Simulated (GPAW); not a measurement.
**Property calculation, with input and output: HBr (part 3 of 3)**

The same run, continued: HBr, SMILES Br; OLYP/real-space grid, scalar-relativistic datasets (GPAW 26.7.0). The atoms were displaced at random from an optimised geometry.

Geometry of the input (Å):
```
Br 0.0000  0.0000  0.0000
H  1.4152  0.0000  0.0000
```

The program's output, continued:
```
-----------------------------------------------------------
Hamiltonian:                         0.517     0.115   1.0% |
 Atomic:                             0.023     0.000   0.0% |
  XC Correction:                     0.023     0.023   0.2% |
 Calculate atomic Hamiltonians:      0.002     0.002   0.0% |
 Communicate:                        0.000     0.000   0.0% |
 Hartree integrate/restrict:         0.014     0.014   0.1% |
 Initialize Hamiltonian:             0.000     0.000   0.0% |
 Poisson:                            0.115     0.008   0.1% |
  Communicate from 1D:               0.012     0.012   0.1% |
  Communicate from 2D:               0.012     0.012   0.1% |
  Communicate to 1D:                 0.014     0.014   0.1% |
  Communicate to 2D:                 0.013     0.013   0.1% |
  FFT 1D:                            0.018     0.018   0.2% |
  FFT 2D:                            0.037     0.037   0.3% |
 XC 3D grid:                         0.243     0.243   2.1% ||
 vbar:                               0.004     0.004   0.0% |
LCAO initialization:                 0.015     0.010   0.1% |
 LCAO eigensolver:                   0.002     0.000   0.0% |
  Calculate projections:             0.000     0.000   0.0% |
  DenseAtomicCorrection:             0.000     0.000   0.0% |
  Distribute overlap matrix:         0.000     0.000   0.0% |
  Orbital Layouts:                   0.000     0.000   0.0% |
  Potential matrix:                  0.002     0.002   0.0% |
 LCAO to grid:                       0.002     0.002   0.0% |
 Set positions (LCAO WFS):           0.002     0.000   0.0% |
  Basic WFS set positions:           0.000     0.000   0.0% |
  Basis functions set positions:     0.000     0.000   0.0% |
  P tci:                             0.001     0.001   0.0% |
  ST tci:                            0.000     0.000   0.0% |
  mktci:                             0.000     0.000   0.0% |
SCF-cycle:                          10.234     0.008   0.1% |
 Davidson:                           2.422     0.843   7.2% |--|
  Apply hamiltonian:                 0.258     0.258   2.2% ||
  Subspace diag:                     0.385     0.001   0.0% |
   calc_h_matrix:                    0.299     0.041   0.3% |
    Apply hamiltonian:               0.258     0.258   2.2% ||
   diagonalize:                      0.003     0.003   0.0% |
   rotate_psi:                       0.083     0.083   0.7% |
  calc. matrices:                    0.772     0.256   2.2% ||
   Apply hamiltonian:                0.516     0.516   4.4% |-|
  diagonalize:                       0.005     0.005   0.0% |
  rotate_psi:                        0.157     0.157   1.3% ||
 Density:                            0.956     0.000   0.0% |
  Atomic density matrices:           0.005     0.005   0.0% |
  Mix:                               0.928     0.928   7.9% |--|
  Multipole moments:                 0.001     0.001   0.0% |
  Pseudo density:                    0.022     0.022   0.2% |
   Symmetrize density:               0.000     0.000   0.0% |
 Hamiltonian:                        6.844     0.062   0.5% |
  Atomic:                            0.397     0.005   0.0% |
   XC Correction:                    0.392     0.392   3.3% ||
  Calculate atomic Hamiltonians:     0.036     0.036   0.3% |
  Communicate:                       0.000     0.000   0.0% |
  Hartree integrate/restrict:        0.241     0.241   2.1% ||
  Poisson:                           1.934     0.128   1.1% |
   Communicate from 1D:              0.217     0.217   1.9% ||
   Communicate from 2D:              0.200     0.200   1.7% ||
   Communicate to 1D:                0.241     0.241   2.1% ||
   Communicate to 2D:                0.213     0.213   1.8% ||
   FFT 1D:                           0.300     0.300   2.6% ||
   FFT 2D:                           0.633     0.633   5.4% |-|
  XC 3D grid:                        4.117     4.117  35.1% |-------------|
  vbar:                              0.057     0.057   0.5% |
 Orthonormalize:                     0.005     0.000   0.0% |
  calc_s_matrix:                     0.002     0.002   0.0% |
  inverse-cholesky:                  0.000     0.000   0.0% |
  projections:                       0.000     0.000   0.0% |
  rotate_psi_s:                      0.003     0.003   0.0% |
Set symmetry:                        0.000     0.000   0.0% |
Other:                               0.956     0.956   8.2% |--|
-----------------------------------------------------------
Total:                                        11.722 100.0%

Memory usage: 597.62 MiB
System changes: positions, numbers, cell, pbc, initial_charges, initial_magmoms

Initialize ...

species:
  Br:
    name:    Bromine
    Z:       35.0
    valence: 7
    core:    28
    charge:  0.0  # [|e|]
    file:    Br.GGA_X_OPTX+GGA_C_LYP
    compensation charges:
      type: gauss
      rc: 0.35  # [Å]
      lmax: 2
    cutoffs:
      filter: 1.98  # [Å]
      core: 2.38  # [Å]
    projectors
    | kind |    occ | energy [eV] | rcut [Å] |
    |------|--------|-------------|----------|
    |   4s |  2.000 |     -20.020 |    1.111 |
    |   4p |  5.000 |      -7.759 |    1.111 |
    |    s |        |       7.192 |    1.111 |
    |    p |        |      19.453 |    1.111 |
    |    d |        |       0.000 |    1.111 |

    Using partial waves for Br as LCAO basis

  H:
    name:    Hydrogen
    Z:       1.0
    valence: 1
    core:    0
    charge:  0.0  # [|e|]
    file:    H.GGA_X_OPTX+GGA_C_LYP
    compensation charges:
      type: gauss
      rc: 0.15  # [Å]
      lmax: 2
    cutoffs:
      filter: 0.85  # [Å]
      core: 0.53  # [Å]
    projectors
    | kind |    occ | energy [eV] | rcut [Å] |
    |------|--------|-------------|----------|
    |   1s |  1.000 |      -6.487 |    0.476 |
    |    s |        |      20.724 |    0.476 |
    |    p |        |       0.000 |    0.476 |

    Using partial waves for H as LCAO basis

Reference energy: -70944.783813  # eV

Spin-paired calculation

Convergence criteria:
 Maximum [total energy] change in last 3 cyles: 0.0005 eV / valence electron
 Maximum integral of absolute [dens]ity change: 1e-06 electrons / valence electron
 Maximum integral of absolute [eigenst]ate change: 4e-08 eV^2 / valence electron
 Maximum number of scf [iter]ations: 120
 (Square brackets indicate name in SCF output, whereas a 'c' in
 the SCF output indicates the quantity has converged.)

Symmetries present (total): 1

  ( 1  0  0)
  ( 0  1  0)
  ( 0  0  1)

1 k-point (Gamma)
1 k-point in the irreducible part of the Brillouin zone
       k-points in crystal coordinates                weights
   0:     0.00000000    0.00000000    0.00000000          1/1

Wave functions: Uniform real-space grid
  Kinetic energy operator: 6*3+1=19 point O(h^6) finite-difference Laplacian
  ScaLapack parameters: grid=1x1, blocksize=None
  Wavefunction extrapolation:
    Improved wavefunction reuse through dual PAW basis

Occupation numbers: # Zero width

Eigensolver
   Davidson(niter=2)

Densities:
  Coarse grid: 60*60*60 grid
  Fine grid: 120*120*120 grid
  Total Charge: 0.000000

Density mixing:
  Method: separate
  Backend: msr1
  Linear mixing parameter: 0.05
  old densities: 10
  Width of damping distribution: 1.1
  Damping of long wavelength oscillations: 1  # (no daming)

Hamiltonian:
  XC and Coulomb potentials evaluated on a 120*120*120 grid
  Using the GGA_X_OPTX+GGA_C_LYP Exchange-Correlation functional
  External potential:
    Constant electric field: (0.000, 0.000, 0.010) V/Ang
  Interpolation: tri-quintic (5. degree polynomial)
  Poisson solver: FastPoissonSolver using
    Stencil: 6*3+1=19 point O(h^6) finite-difference Laplacian
    FFT axes: []
    FST axes: [np.int64(0), np.int64(1), np.int64(2)]

XC parameters: GGA_X_OPTX+GGA_C_LYP with 2 nearest neighbor stencil

Memory estimate:
  Process memory now: 597.62 MiB
  Calculator: 129.21 MiB
    Density: 77.54 MiB
      Arrays: 41.70 MiB
      Localized functions: 4.49 MiB
      Mixer: 31.34 MiB
    Hamiltonian: 27.63 MiB
      Arrays: 27.28 MiB
      XC: 0.00 MiB
      Poisson: 0.00 MiB
      vbar: 0.35 MiB
    Wavefunctions: 24.04 MiB
      Arrays psit_nG: 7.83 MiB
      Eigensolver: 15.67 MiB
      Projections: 0.00 MiB
      Projectors: 0.54 MiB

Total number of cores used: 1

Number of atoms: 2
Number of atomic orbitals: 5
Number of bands in calculation: 5
Number of valence electrons: 8
Bands to converge: occupied

... initialized

Initializing position-dependent things.

Density initialized from atomic densities
Creating initial wave functions:
  5 bands from LCAO basis set

        .--------------------------.
       /|                          |
      / |                          |
     /  |                          |
    /   |                          |
   /    |                          |
  /     |                          |
 *      |                          |
 |      |                          |
 |      |                          |
 |      |                          |
 |      |       Br  H              |
 |      |                          |
 |      |                          |
 |      .--------------------------.
 |     /                          /
 |    /                          /
 |   /                          /
 |  /                          /
 | /                          /
 |/                          /
 *--------------------------*

Atomic positions and initial magnetic moments

Positions:
   0 Br     4.792422    5.500000    5.500000    ( 0.0000,  0.0000,  0.0000)
   1 H      6.207577    5.500000    5.500000    ( 0.0000,  0.0000,  0.0000)

Unit cell:
           periodic     x           y           z      points  spacing
  1. axis:    no    11.000000    0.000000    0.000000    60     0.1833
  2. axis:    no     0.000000   11.000000    0.000000    60     0.1833
  3. axis:    no     0.000000    0.000000   11.000000    60     0.1833

  Lengths:  11.000000  11.000000  11.000000
  Angles:   90.000000  90.000000  90.000000

Effective grid spacing dv^(1/3) = 0.1833

iter:   1 00:00:36    -5.266657
iter:   2 00:00:36    -5.284125   -0.40  -0.99
iter:   3 00:00:37    -5.311998   +0.16  -1.01
iter:   4 00:00:37    -5.256878   -0.74  -1.27
iter:   5 00:00:38    -5.193133   -0.38  -1.43
iter:   6 00:00:38    -5.194113   -1.38  -1.99
iter:   7 00:00:39    -5.192093c  -1.59  -2.20
iter:   8 00:00:39    -5.192117c  -2.15  -2.76
iter:   9 00:00:40    -5.192087c  -3.65  -2.87
iter:  10 00:00:41    -5.192089c  -3.98  -3.59
iter:  11 00:00:41    -5.192087c  -4.49  -3.68
iter:  12 00:00:42    -5.192087c  -5.59  -4.17
iter:  13 00:00:43    -5.192087c  -6.13  -4.55
iter:  14 00:00:43    -5.192087c  -7.02  -4.90
iter:  15 00:00:44    -5.192087c  -7.51c -5.38
iter:  16 00:00:44    -5.192087c  -8.03c -5.75
iter:  17 00:00:45    -5.192087c  -8.64c -5.90
iter:  18 00:00:46    -5.192087c  -9.22c -6.58c

Converged after 18 iterations.

Dipole moment: (0.161951, -0.000000, 0.002566) |e|*Ang

Energy contributions relative to reference atoms: (reference = -70944.783813)

Kinetic:         +8.448175
Potential:       -9.301845
External:        -0.000026
XC:              -4.341289
Entropy (-ST):   +0.000000
Local:           +0.002899
SIC:             +0.000000
--------------------------
Free energy:     -5.192087
Extrapolated:    -5.192087

 Band  Eigenvalues  Occupancy
    0    -20.43754    2.00000
    1    -11.05962    2.00000
    2     -7.33131    2.00000
    3     -7.33130    2.00000
    4     -1.48871    0.00000

Fermi level: -4.41001

Gap: 5.843 eV
Transition (v -> c):
  (s=0, k=0, n=3, [0.00, 0.00, 0.00]) -> (s=0, k=0, n=4, [0.00, 0.00, 0.00])
No difference between direct/indirect transitions
Timing:                              incl.     excl.
-----------------------------------------------------------
Hamiltonian:                         0.515     0.113   1.0% |
 Atomic:                             0.023     0.000   0.0% |
  XC Correction:                     0.023     0.023   0.2% |
 Calculate atomic Hamiltonians:      0.002     0.002   0.0% |
 Communicate:                        0.000     0.000   0.0% |
 Hartree integrate/restrict:         0.014     0.014   0.1% |
 Initialize Hamiltonian:             0.000     0.000   0.0% |
 Poisson:                            0.115     0.008   0.1% |
  Communicate from 1D:               0.013     0.013   0.1% |
  Communicate from 2D:               0.012     0.012   0.1% |
  Communicate to 1D:                 0.015     0.015   0.1% |
  Communicate to 2D:                 0.013     0.013   0.1% |
  FFT 1D:                            0.018     0.018   0.2% |
  FFT 2D:                            0.037     0.037   0.3% |
 XC 3D grid:                         0.242     0.242   2.1% ||
 vbar:                               0.004     0.004   0.0% |
LCAO initialization:                 0.015     0.010   0.1% |
 LCAO eigensolver:                   0.002     0.000   0.0% |
  Calculate projections:             0.000     0.000   0.0% |
  DenseAtomicCorrection:             0.000     0.000   0.0% |
  Distribute overlap matrix:         0.000     0.000   0.0% |
  Orbital Layouts:                   0.000     0.000   0.0% |
  Potential matrix:                  0.002     0.002   0.0% |
 LCAO to grid:                       0.002     0.002   0.0% |
 Set positions (LCAO WFS):           0.001     0.000   0.0% |
  Basic WFS set positions:           0.000     0.000   0.0% |
  Basis functions set positions:     0.000     0.000   0.0% |
  P tci:                             0.000     0.000   0.0% |
  ST tci:                            0.000     0.000   0.0% |
  mktci:                             0.000     0.000   0.0% |
SCF-cycle:                          10.196     0.008   0.1% |
 Davidson:                           2.418     0.842   7.2% |--|
  Apply hamiltonian:                 0.257     0.257   2.2% ||
  Subspace diag:                     0.385     0.001   0.0% |
   calc_h_matrix:                    0.299     0.042   0.4% |
    Apply hamiltonian:               0.258     0.258   2.2% ||
   diagonalize:                      0.003     0.003   0.0% |
   rotate_psi:                       0.082     0.082   0.7% |
  calc. matrices:                    0.771     0.257   2.2% ||
   Apply hamiltonian:                0.514     0.514   4.4% |-|
  diagonalize:                       0.005     0.005   0.0% |
  rotate_psi:                        0.157     0.157   1.3% ||
 Density:                            0.944     0.000   0.0% |
  Atomic density matrices:           0.005     0.005   0.0% |
  Mix:                               0.916     0.916   7.8% |--|
  Multipole moments:                 0.001     0.001   0.0% |
  Pseudo density:                    0.022     0.022   0.2% |
   Symmetrize density:               0.000     0.000   0.0% |
 Hamiltonian:                        6.822     0.062   0.5% |
  Atomic:                            0.397     0.005   0.0% |
   XC Correction:                    0.392     0.392   3.4% ||
  Calculate atomic Hamiltonians:     0.035     0.035   0.3% |
  Communicate:                       0.000     0.000   0.0% |
  Hartree integrate/restrict:        0.237     0.237   2.0% ||
  Poisson:                           1.917     0.122   1.0% |
   Communicate from 1D:              0.211     0.211   1.8% ||
   Communicate from 2D:              0.200     0.200   1.7% ||
   Communicate to 1D:                0.243     0.243   2.1% ||
   Communicate to 2D:                0.216     0.216   1.8% ||
   FFT 1D:                           0.301     0.301   2.6% ||
   FFT 2D:                           0.623     0.623   5.3% |-|
  XC 3D grid:                        4.118     4.118  35.3% |-------------|
  vbar:                              0.056     0.056   0.5% |
 Orthonormalize:                     0.005     0.000   0.0% |
  calc_s_matrix:                     0.002     0.002   0.0% |
  inverse-cholesky:                  0.000     0.000   0.0% |
  projections:                       0.000     0.000   0.0% |
  rotate_psi_s:                      0.002     0.002   0.0% |
Set symmetry:                        0.000     0.000   0.0% |
Other:                               0.948     0.948   8.1% |--|
-----------------------------------------------------------
Total:                                        11.674 100.0%

Memory usage: 598.93 MiB
Polarizability tensor (e Ang^2 / V):
[[ 0.2714  0.      0.    ]
 [ 0.      0.2566 -0.    ]
 [ 0.      0.      0.2566]]
```

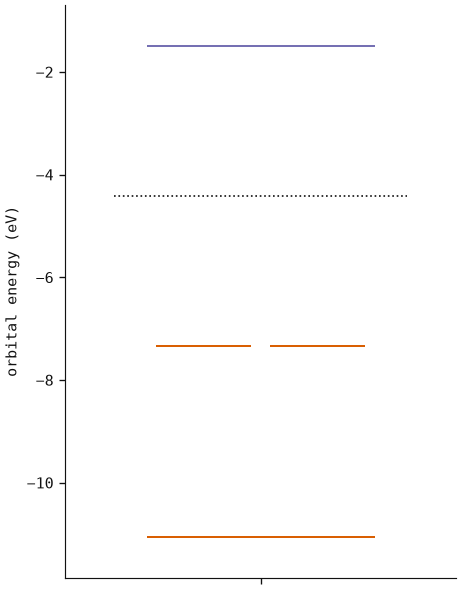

Orbital energies near the frontier; the dotted line parts filled from empty levels, and levels within 0.02 eV of each other stand side by side. Highest filled −7.33 eV, lowest empty −1.49 eV, 5.84 eV apart.

Summary:

```csv
quantity,value
outcome,converged
energy relative to the program's reference atoms,−5.1921 eV
HOMO,−7.33 eV
LUMO,−1.49 eV
dipole moment,0.78 D
wall time,47 s
peak memory,0.58 GiB
```

Remarks:

Further notes kept with the run: datasets made with stock radii, not tested.
